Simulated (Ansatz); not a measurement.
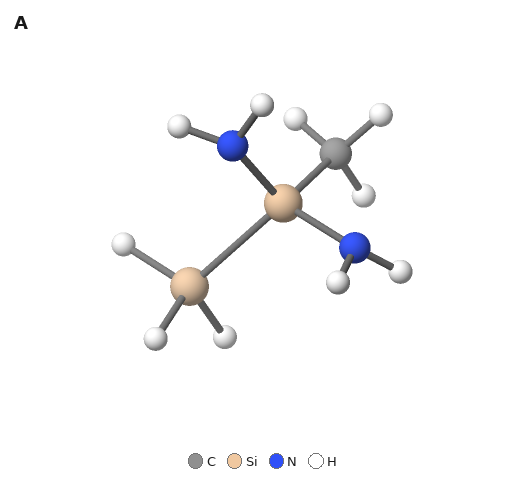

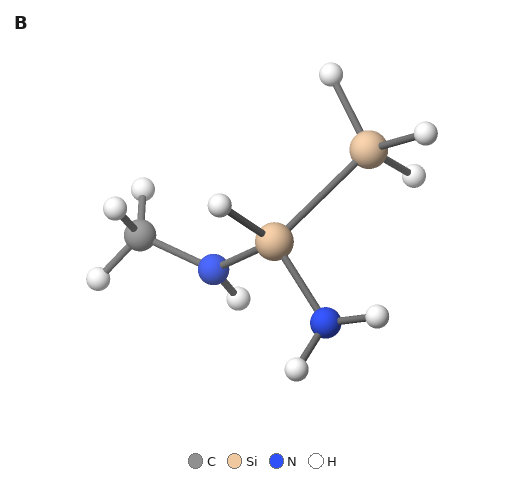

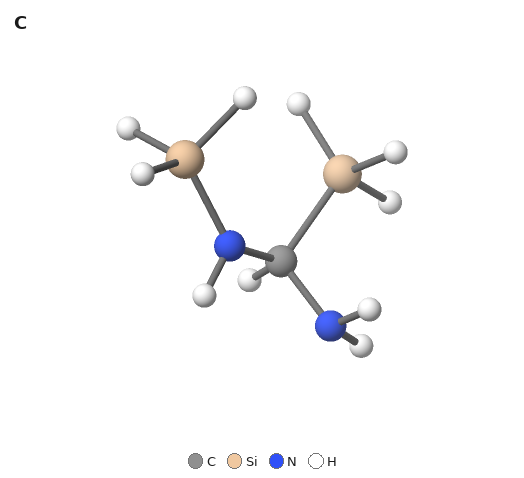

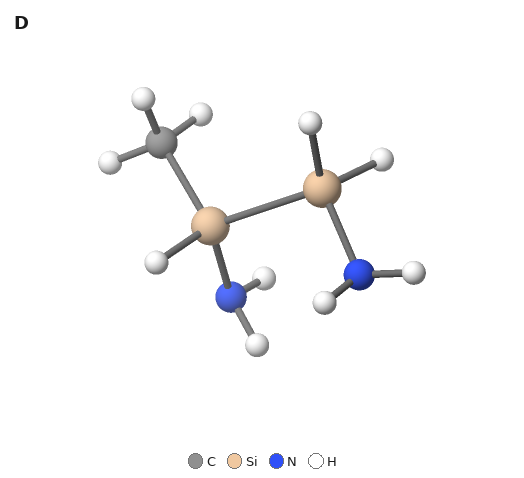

4 stationary structures of one formula. Geometries: PBE-D4/def2-SVP. Electronic energies: PBE-D4/def2-SVP (Ansatz 0.2.0), without zero-point energy. No frequency run is at hand to confirm each as a minimum. Each is one conformer, not always the lowest.

### Rank them by energy, lowest first.

A is lowest; D lies 0.277 eV above it, B lies 0.722 eV above it, C lies 1.969 eV above it. A is `C[Si](N)(N)[SiH3]`, B is `CN[Si@@H](N)[SiH3]`, C is `N[C@H]([SiH3])N[SiH3]`, D is `C[Si@@H](N)[SiH2]N`.
